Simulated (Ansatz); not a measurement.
# PBE-QIDH/cc-pVDZ run of GeH4O2 (SMILES [OH][GeH2][OH])

Aim: the vertical singlet–triplet gap of GeH4O2 at PBE-QIDH/cc-pVDZ, from 2 runs. 

The calculation is run with Ansatz 0.2.0.

53 further runs of the same task are left out: 53 set aside as unsound or not needed.

**1. The structure to begin with**

The species is GeH4O2 (7 atoms), meant as a singlet with charge 0. As SMILES, `[OH][GeH2][OH]`. Geometry: relaxed at PBE0-D4/def2-TZVP. This is one conformer, not always the lowest.

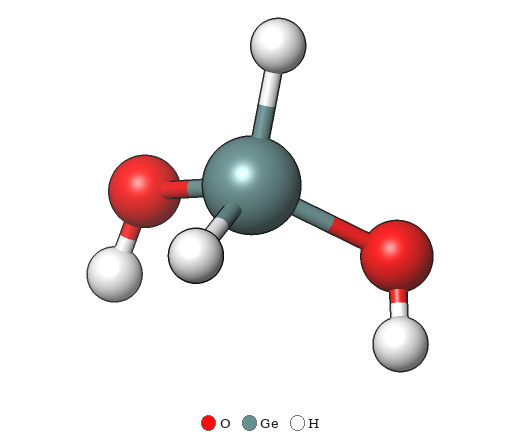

Viewed from a chosen angle; oxygen red, germanium teal, hydrogen white.

**2. A single-point energy at PBE-QIDH/cc-pVDZ**

run.yaml reads:

```yaml
crystal:
  periodic: [false, false, false]
  atoms:
    - {symbol: O, position_ang: [-1.491300, -0.416000, -0.173900]}
    - {symbol: Ge, position_ang: [0.023500, 0.377000, 0.305300]}
    - {symbol: O, position_ang: [1.347400, -0.798900, 0.400600]}
    - {symbol: H, position_ang: [-1.634900, -0.418700, -1.122100]}
    - {symbol: H, position_ang: [0.363400, 1.460500, -0.739100]}
    - {symbol: H, position_ang: [-0.172500, 0.863100, 1.737300]}
    - {symbol: H, position_ang: [1.625600, -1.135200, -0.453800]}
basis:
  gaussian:
    orbitals: cc-pVDZ
hamiltonian:
  xc: {name: PBE-QIDH}
correlation:
  frozen_orbitals: {Ge: 9, H: 0, O: 1}
accuracy: high
output: {orbitals: {seedname: orbitals}}
```

On the command line:

```console
$ ansatz run run.yaml --threads 1 --pin off --max-ram 3480MiB --events-out events.jsonl --progress --plain --runs-dir runs
```

What it wrote:

```text
Warning: RAYON_NUM_THREADS=1 ignored (pool sized by the plan → 1); use --threads N
Functional definition: PBE-QIDH
  name "PBE-QIDH"
  parameter a = 3^(-1/3)
  parameter c = 1/3
  exchange = (1 - a)*pbe_x + a*exact_x
  correlation = (1 - c)*pbe_c + c*(mp2_os + mp2_ss)
1673 factors; integrals over basis functions are off by at most 4.6e-9 eV
mean field evaluation 1: about -60644.7681 eV, gradient 5.0e1 eV
mean field evaluation 2: about -60644.7772 eV, gradient 5.0e1 eV
mean field evaluation 4: about -60649.2151 eV, gradient 1.7e0 eV
mean field evaluation 8: about -60649.2244 eV, gradient 6.5e-2 eV
mean field evaluation 16: about -60649.2244 eV, gradient 1.4e-5 eV
mean field -60649.22442639 eV, -2228.8178881490 hartree, gradient 8.1e-8 eV, S^2 0.000000; 0 other end points of the search recorded, 0 dependent functions left out
11 core orbitals not correlated: weight in the atoms' cores, before any rotation towards them, 1.000 or more for the frozen orbitals, at most 0.000 for the correlated occupied ones
reference -60649.22442734 eV, -2228.8178881838 hartree; 15, 15 occupied and 49, 49 virtual orbitals, 1673 factors
second order -15.38584517 eV of doubles, -0.00000000 eV of singles
Total energy: -60654.35304239 eV, -2229.0063613108 hartree
```

It took 7.2 s on 1 thread of Arm Neoverse V2, shared host; peak memory 0.24 GiB.

**3. The triplet, same level**

job.yaml reads:

```yaml
crystal:
  periodic: [false, false, false]
  atoms:
    - {symbol: O, position_ang: [-1.491300, -0.416000, -0.173900]}
    - {symbol: Ge, position_ang: [0.023500, 0.377000, 0.305300]}
    - {symbol: O, position_ang: [1.347400, -0.798900, 0.400600]}
    - {symbol: H, position_ang: [-1.634900, -0.418700, -1.122100]}
    - {symbol: H, position_ang: [0.363400, 1.460500, -0.739100]}
    - {symbol: H, position_ang: [-0.172500, 0.863100, 1.737300]}
    - {symbol: H, position_ang: [1.625600, -1.135200, -0.453800]}
basis:
  gaussian:
    orbitals: cc-pVDZ
output: {orbitals: {seedname: orbitals}}
magnetization:
  spin_polarized: true
  initial_magnetization: 2
accuracy: high
hamiltonian:
  xc: {name: PBE-QIDH}
correlation:
  frozen_orbitals: {Ge: 9, H: 0, O: 1}
```

On the command line:

```console
$ ansatz run job.yaml --threads 1 --pin off --max-ram 3480MiB --events-out events.jsonl --progress --plain --runs-dir runs
```

What it wrote (excerpt; [...] marks lines left out):

```text
Warning: RAYON_NUM_THREADS=1 ignored (pool sized by the plan → 1); use --threads N
[... 2 set-up lines as earlier in the session ...]
[...]
1673 factors; integrals over basis functions are off by at most 4.6e-9 eV
[...]
mean field -60642.13851376 eV, -2228.5574856629 hartree, gradient 3.7e-8 eV, S^2 2.006354; 4 other end points of the search recorded, 0 dependent functions left out
11 core orbitals not correlated: weight in the atoms' cores, before any rotation towards them, 1.000 or more for the frozen orbitals, at most 0.000 for the correlated occupied ones
reference -60642.13851485 eV, -2228.5574857028 hartree; 16, 14 occupied and 48, 50 virtual orbitals, 1673 factors
second order -14.32546796 eV of doubles, -0.00000000 eV of singles
Total energy: -60646.91367083 eV, -2228.7329694486 hartree
```

It took 22 s on 1 thread of Arm Neoverse V2, shared host; peak memory 0.49 GiB.

**4. Results**

Level: PBE-QIDH/cc-pVDZ, 11 core orbitals frozen.

| quantity | value |
| --- | --- |
| singlet: total energy | -2229.00636 Eh |
| singlet: HOMO energy (SCF part's orbitals) | -11.12 eV |
| singlet: LUMO energy (SCF part's orbitals) | 2.69 eV |
| singlet: HOMO–LUMO gap (SCF part's orbitals) | 13.81 eV |
| triplet: total energy | -2228.73297 Eh |
| triplet: HOMO energy (SCF part's orbitals) (highest over α and β) | -3.33 eV |
| triplet: LUMO energy (SCF part's orbitals) (lowest over α and β) | -3.17 eV |
| triplet: ⟨S²⟩ | 2.006 |
| vertical energy of the triplet above the singlet | 7.439 eV |

In words: At this shape the triplet lies 7.44 eV (718 kJ/mol) above the singlet.
